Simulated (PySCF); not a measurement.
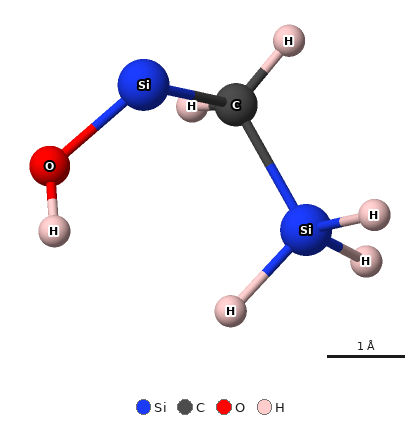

The structure as given in the input (ball-and-stick view, seen at a tilt). Bond lengths as drawn: C–H 1.08 Å, C–Si 1.89 to 1.94 Å, H–O 0.94 Å, H–Si 1.44 to 1.50 Å and O–Si 1.62 Å.

## Run report: CH$_{6}$OSi$_{2}$, geometry relaxation

- system: CH$_{6}$OSi$_{2}$, multiplicity 3, SMILES O[Si]C[SiH3]
- method: PBE0-D3(BJ)/def2-SVP geometry optimisation, gas phase (PySCF 2.14.0)

**Input**
```
{"job": {"xc": "PBE0", "basis": "def2-SVP", "d3": "d3bj", "grid": 2, "kind": "geom", "shake": 0.01}, "charge": 0, "multiplicity": 3}
Si    -0.220769     0.454006     1.758172
C     -0.681034     0.837216    -0.083540
Si     0.604864    -0.042423    -1.159071
O     -0.416693    -1.089029     2.196489
H     -0.669362     1.908779    -0.251040
H     -1.687772     0.489200    -0.285280
H      0.703523    -1.451499    -0.742914
H      1.924083     0.630439    -0.935449
H      0.266066    -0.000665    -2.554822
H      0.218646    -1.761607     2.058930
```

The first line tells a small driver script what to run in PySCF; the rest is the geometry in Å.

Hardware: 1 CPU thread, shared host.

Command:
```bash
OMP_NUM_THREADS=1 python <driver script> task.json out
```

**Output**
```
step   0  E = -695.21398276  max force = 0.033893
step   1  E = -695.22000429  max force = 0.003504
step   2  E = -695.22014903  max force = 0.001282
step   3  E = -695.22019150  max force = 0.000857
step   4  E = -695.22020200  max force = 0.000407
optimisation converged
```

**Trajectory as extended XYZ (Å, eV, eV/Å), 5 frames, from step=0 to step=4**
```
10
Properties=species:S:1:pos:R:3:forces:R:3 step=0 energy=-18917.73605
Si   -0.2208    0.4540    1.7582    0.1317   1.7429  -0.9003
C    -0.6810    0.8372   -0.0835    0.7239  -0.5171   0.4095
Si    0.6049   -0.0424   -1.1591    0.2148   0.6156   1.1780
O    -0.4167   -1.0890    2.1965   -1.4877  -0.7200   0.7833
H    -0.6694    1.9088   -0.2510    0.1180   0.5931  -0.0429
H    -1.6878    0.4892   -0.2853   -0.6370  -0.2621  -0.0207
H     0.7035   -1.4515   -0.7429    0.0485  -0.4368   0.1251
H     1.9241    0.6304   -0.9355   -0.0190  -0.0789  -0.0758
H     0.2661   -0.0007   -2.5548   -0.2762   0.0222  -1.2268
H     0.2187   -1.7616    2.0589    1.1832  -0.9588  -0.2293
10
Properties=species:S:1:pos:R:3:forces:R:3 step=1 energy=-18917.89991
Si   -0.3372    0.4232    1.7572    0.0775   0.0091  -0.0180
C    -0.6650    0.8123   -0.0785   -0.0938   0.0444  -0.0831
Si    0.6175   -0.0281   -1.1804    0.0027  -0.0910   0.1802
O    -0.5580   -1.1702    2.2321   -0.0687  -0.0672  -0.0242
H    -0.6267    1.9070   -0.2208    0.0071  -0.0671   0.0561
H    -1.6937    0.4837   -0.3184    0.0784   0.0243  -0.0029
H     0.7343   -1.4669   -0.7805    0.0028   0.0161  -0.0295
H     1.9488    0.6202   -0.9957    0.0118   0.0307   0.0093
H     0.2477    0.0278   -2.6253   -0.0453   0.0169  -0.0989
H     0.2107   -1.7490    2.1739    0.0276   0.0837   0.0108
10
Properties=species:S:1:pos:R:3:forces:R:3 step=2 energy=-18917.90384
Si   -0.3445    0.4173    1.7520    0.0330   0.0486  -0.0008
C    -0.6674    0.8121   -0.0817   -0.0405  -0.0054  -0.0306
Si    0.6147   -0.0331   -1.1766    0.0138  -0.0261   0.0357
O    -0.5583   -1.1798    2.2161   -0.0417  -0.0659  -0.0030
H    -0.6219    1.9057   -0.2132    0.0172  -0.0035   0.0181
H    -1.6941    0.4907   -0.3294    0.0059   0.0063  -0.0019
H     0.7246   -1.4753   -0.7919   -0.0012   0.0074  -0.0119
H     1.9468    0.6135   -0.9801   -0.0037   0.0062  -0.0006
H     0.2462    0.0391   -2.6268   -0.0062   0.0044  -0.0115
H     0.2323   -1.7301    2.1952    0.0235   0.0280   0.0066
10
Properties=species:S:1:pos:R:3:forces:R:3 step=3 energy=-18917.90500
Si   -0.3559    0.4112    1.7489   -0.0092   0.0440  -0.0017
C    -0.6715    0.8120   -0.0849   -0.0054  -0.0242   0.0052
Si    0.6123   -0.0363   -1.1747    0.0014   0.0062  -0.0238
O    -0.5556   -1.1924    2.2013   -0.0008  -0.0367   0.0062
H    -0.6157    1.9057   -0.2068    0.0141   0.0116  -0.0028
H    -1.6983    0.4992   -0.3403   -0.0110   0.0050   0.0009
H     0.7127   -1.4818   -0.8042   -0.0012  -0.0013   0.0010
H     1.9454    0.6047   -0.9660   -0.0011  -0.0006  -0.0003
H     0.2503    0.0510   -2.6275    0.0072  -0.0002   0.0146
H     0.2549   -1.7131    2.2178    0.0060  -0.0039   0.0006
10
Properties=species:S:1:pos:R:3:forces:R:3 step=4 energy=-18917.90529
Si   -0.3653    0.4087    1.7484   -0.0201   0.0185  -0.0012
C    -0.6746    0.8122   -0.0861    0.0038  -0.0183   0.0121
Si    0.6108   -0.0374   -1.1735   -0.0029   0.0068  -0.0210
O    -0.5510   -1.1997    2.1941    0.0152  -0.0098   0.0047
H    -0.6121    1.9062   -0.2044    0.0085   0.0066  -0.0058
H    -1.7021    0.5050   -0.3458   -0.0072   0.0064  -0.0005
H     0.7046   -1.4846   -0.8086    0.0003  -0.0012   0.0020
H     1.9448    0.5990   -0.9572   -0.0006  -0.0015   0.0011
H     0.2551    0.0570   -2.6272    0.0052   0.0004   0.0107
H     0.2681   -1.7063    2.2238   -0.0021  -0.0078  -0.0021
```

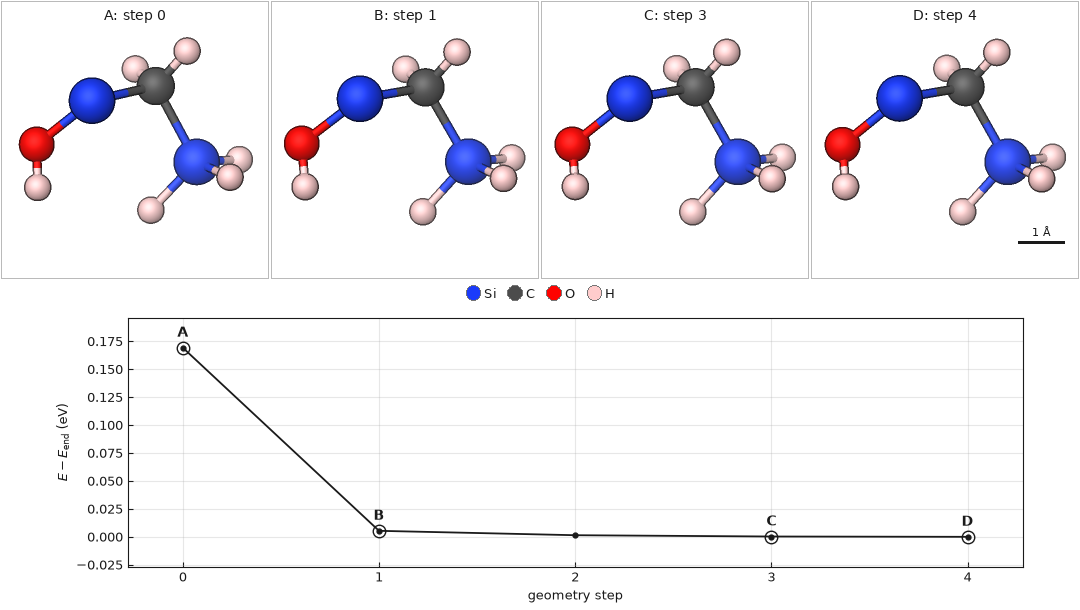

Frames of the relaxation (ball-and-stick view, seen at a tilt) above the curves, on which the letters mark them (steps are counted from 0).

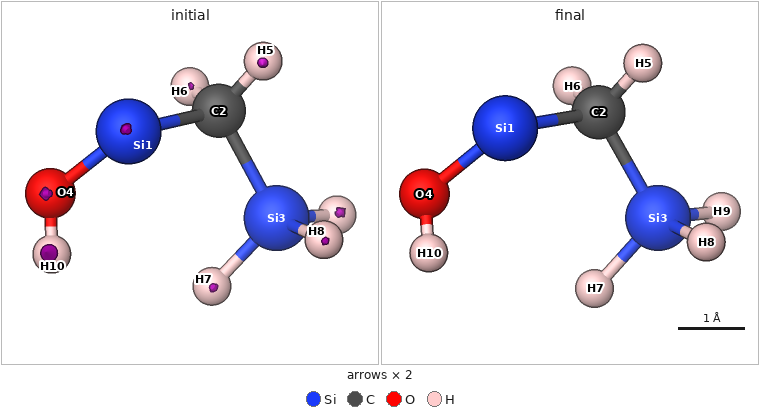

Before (left) and after (right) the relaxation, at one scale (ball-and-stick view, seen at a tilt). The pink arrows give the displacements, magnified 2 times. Over 4 geometry steps the energy falls by 0.169 eV. The largest force component goes from 1.7 to 0.021 eV/Å. H10 moves most after the best rigid fit: 0.22 Å. By element the largest moves are H 0.22 Å, O 0.12 Å, Si 0.11 Å, C 0.03 Å. Among the contacts that change: Si1–O4 1.616 → 1.679 Å, Si3–H9 1.437 → 1.500 Å, Si1–C2 1.937 → 1.904 Å, O4–H10 0.935 → 0.964 Å. Among the angles that change: Si1–O4–H10 124.4° → 114.7°, Si1–C2–Si3 106.7° → 110.5°, Si1–C2–H5 109.9° → 107.7°. (Atoms are counted from 1 in the order of the input.)

**Summary**

- outcome: converged
- total energy: −695.220202 hartree
- ⟨S²⟩: 2.002
- dipole moment: 0.87 D
- point group: C1
- wall time: 33 s
- peak memory: 0.5 GiB
